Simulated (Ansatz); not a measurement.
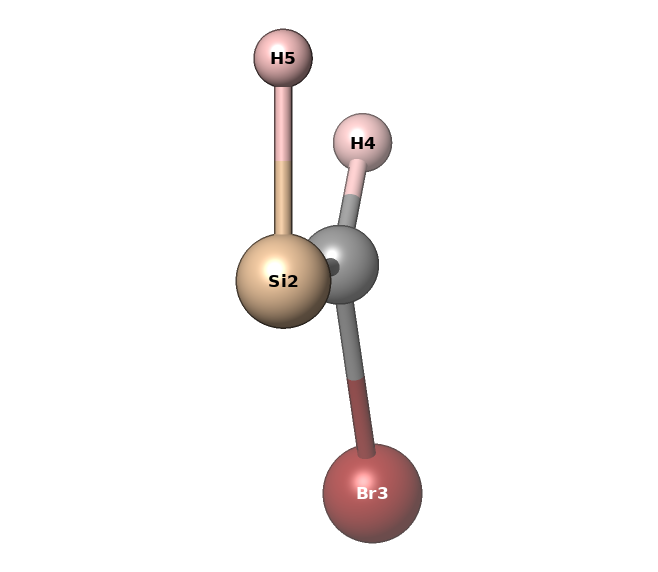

C1 lies behind Si2. The molecule seen a little off the Si2–C1 bond, Si2 in front. Atoms fade into the background with distance from the viewer. The species has charge −1 and is a spin singlet. The computed structure is the end point of a PBE-D4/def2-SVPD optimisation. No frequency run is at hand to confirm it as a minimum.

What is the torsion angle H5–Si2–C1–Br3? The sign is positive where the front bond must turn clockwise to cover the back bond.

Answer. 180°, antiperiplanar (anti).
